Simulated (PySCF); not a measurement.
# AlHF (SMILES [F][AlH]): UCISD/STO-3G

Aim: the energy change on altering one bond length of AlHF at UCISD/STO-3G, from 2 runs. Input form: a Python script.

Program for the calculation: PySCF 2.14.0.

9 further runs of the same task are left out: 9 set aside as unsound or not needed.

## Step 1: The system as given

AlHF: 3 atoms, total charge 0, spin state doublet. As SMILES, `[F][AlH]`. The coordinates come from a PBE0-D4/def2-TZVP relaxation.

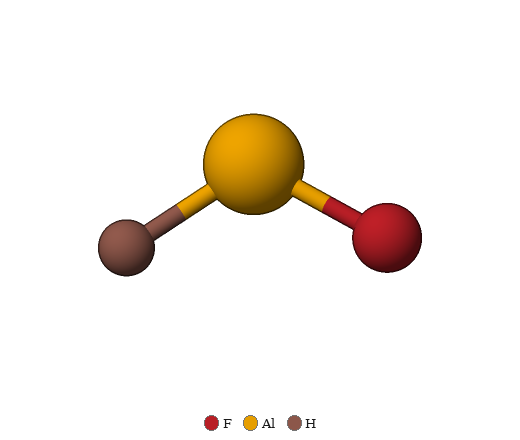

The structure, seen from a chosen angle (fluorine red, aluminium amber, hydrogen brown).

## Step 2: The energy at UCISD/STO-3G

Contents of job.py:

```python
# [F][AlH]
from pyscf import gto, ci

molecule = gto.M(
    atom=[
    ('F', (0.907100, 0.893200, 0.585600)),
    ('Al', (-0.432500, 0.318000, -0.199500)),
    ('H', (-0.485400, -1.276100, -0.399300)),
],
    basis='sto-3g',
    max_memory=1860,
    verbose=3,
    spin=1,
)

calc0 = molecule.UHF()
calc0.conv_tol = 1e-10
calc0.kernel()
if not calc0.converged:
    calc0 = calc0.newton().run(calc0.mo_coeff, calc0.mo_occ)

cisd = ci.CISD(calc0, frozen=6)
cisd.kernel()
e_final = cisd.e_tot
print('Final energy', e_final)
```

Started as:

```console
$ OMP_NUM_THREADS=1 python job.py
```

The log of the run:

```text
converged SCF energy = -337.588423640414  <S^2> = 0.75989863  2S+1 = 2.0098743
E(UCISD) = -337.63941795347  E_corr = -0.05099431305620863
Final energy -337.63941795347
```

Run time: 1.1 s. Hardware: 1 thread of Arm Neoverse N1, shared host; peak memory 0.12 GiB.

## Step 3: The distorted shape

Contents of input.xyz:

```xyz
3
AlFH
F      0.970581     2.806145     0.825363
Al    -0.369019     2.230945     0.040263
H     -0.485400    -1.276100    -0.399300
```

Contents of calc.py:

```python
from pyscf import gto, ci

system = gto.Mole()
system.atom = 'input.xyz'
system.verbose = 4
system.basis = 'sto-3g'
system.charge = 0
system.spin = 1
system.max_memory = 1860
system.build()

hf = system.UHF()
hf.conv_tol = 1e-10
hf.kernel()
if not hf.converged:
    hf = hf.newton().run(hf.mo_coeff, hf.mo_occ)

cisd = ci.CISD(hf, frozen=6)
cisd.kernel()
e_tot = cisd.e_tot
print(f'total energy: {e_tot:.8f} hartree')
```

Started as:

```console
$ OMP_NUM_THREADS=1 python calc.py
```

The log of the run:

```text
PySCF version 2.14.0

[INPUT] num. atoms = 3
[INPUT] num. electrons = 23
[INPUT] charge = 0
[INPUT] spin (= nelec alpha-beta = 2S) = 1
[INPUT] symmetry False subgroup None
[INPUT] Mole.unit = angstrom
[INPUT] Symbol           X                Y                Z      unit          X                Y                Z       unit  Magmom
[INPUT]  1 F      0.970581000000   2.806145000000   0.825363000000 AA    1.834132271706   5.302845515818   1.559710023349 Bohr   0.0
[INPUT]  2 Al    -0.369019000000   2.230945000000   0.040263000000 AA   -0.697344844761   4.215875048968   0.076086042953 Bohr   0.0
[INPUT]  3 H     -0.485400000000  -1.276100000000  -0.399300000000 AA   -0.917273060864  -2.411479507557  -0.754567641539 Bohr   0.0

nuclear repulsion = 40.3941527778179
number of shells = 9
number of NR pGTOs = 45
number of NR cGTOs = 15
basis = sto-3g
ecp = {}

******** <class 'pyscf.scf.uhf.UHF'> ********
method = UHF
initial guess = minao
damping factor = 0
level_shift factor = 0
DIIS = <class 'pyscf.scf.diis.CDIIS'>
diis_start_cycle = 1
diis_space = 8
diis_damp = 0
SCF conv_tol = 1e-10
SCF conv_tol_grad = None
SCF max_cycles = 50
direct_scf = True
direct_scf_tol = 1e-13
number electrons alpha = 12  beta = 11
Set gradient conv threshold to 1e-05
init E= -336.891108217287
[... the frontier-level lines of each cycle are left out ...]

cycle= 1 E= -337.429158344653  delta_E= -0.538  |g|= 0.25  |ddm|= 1.22
cycle= 2 E= -337.501236616849  delta_E= -0.0721  |g|= 0.0869  |ddm|= 0.668
cycle= 3 E= -337.507790435365  delta_E= -0.00655  |g|= 0.0136  |ddm|= 0.135
cycle= 4 E= -337.508159396111  delta_E= -0.000369  |g|= 0.00316  |ddm|= 0.0468
cycle= 5 E= -337.508181076392  delta_E= -2.17e-05  |g|= 0.000621  |ddm|= 0.0117
cycle= 6 E= -337.508181697587  delta_E= -6.21e-07  |g|= 9.98e-05  |ddm|= 0.00175
cycle= 7 E= -337.508181720292  delta_E= -2.27e-08  |g|= 2.98e-05  |ddm|= 0.000366
cycle= 8 E= -337.508181723564  delta_E= -3.27e-09  |g|= 2.05e-05  |ddm|= 0.00013
cycle= 9 E= -337.508181727547  delta_E= -3.98e-09  |g|= 9.84e-06  |ddm|= 0.000259
cycle= 10 E= -337.508181728503  delta_E= -9.56e-10  |g|= 4.65e-06  |ddm|= 0.000143
cycle= 11 E= -337.50818172867  delta_E= -1.67e-10  |g|= 7.9e-07  |ddm|= 7.23e-05
cycle= 12 E= -337.508181728672  delta_E= -2.56e-12  |g|= 1.67e-07  |ddm|= 9.12e-06
Extra cycle  E= -337.508181728672  delta_E=    0  |g|= 8.67e-08  |ddm|= 3.48e-07
converged SCF energy = -337.508181728672  <S^2> = 0.75007381  2S+1 = 2.0000738

******** <class 'pyscf.ci.ucisd.UCISD'> ********
CISD nocc = (np.int64(6), np.int64(5)), nmo = (9, 9)
frozen orbitals 6
max_cycle = 50
direct = 0
conv_tol = 1e-09
max_cycle = 50
max_space = 12
lindep = 0
nroots = 1
Init t2, MP2 energy = -0.0434981880734759
UCISD converged
E(UCISD) = -337.563404499957  E_corr = -0.05522277128454912
total energy: -337.56340450 hartree
```

It took 1.1 s on 1 thread of Arm Neoverse N1, shared host; peak memory 0.12 GiB.

## Step 4: Outcome

Level: UCISD/STO-3G, 6 core orbitals frozen.

| quantity | value |
| --- | --- |
| first shape: total energy | -337.63942 Eh |
| first shape: dipole moment (Hartree–Fock density) | 2.11 D |
| first shape: HOMO energy (Hartree–Fock orbitals) (highest over α and β) | -4.72 eV |
| first shape: LUMO energy (Hartree–Fock orbitals) (lowest over α and β) | 7.52 eV |
| first shape: correlation energy (6 core orbitals frozen) | -51.0 mEh |
| first shape: ⟨S²⟩ of the reference determinant | 0.760 |
| distorted shape: total energy | -337.56340 Eh |
| distorted shape: dipole moment (Hartree–Fock density) | 1.32 D |
| distorted shape: HOMO energy (Hartree–Fock orbitals) (highest over α and β) | -4.59 eV |
| distorted shape: LUMO energy (Hartree–Fock orbitals) (lowest over α and β) | 8.13 eV |
| distorted shape: correlation energy (6 core orbitals frozen) | -55.2 mEh |
| distorted shape: ⟨S²⟩ of the reference determinant | 0.750 |
| energy change with the Al2–H3 bond stretched from 1.607 to 3.536 Å | 2.068 eV |

What this shows: With the Al2–H3 bond stretched from 1.607 to 3.536 Å the energy rises by 2.07 eV (200 kJ/mol). The first shape isn't relaxed at this level, so the change isn't measured from a minimum. The minimal basis adds a large error of its own. Mulliken charges (first shape) of the mean-field density run from -0.39 on F1 to +0.69 on Al2; they depend strongly on the basis.
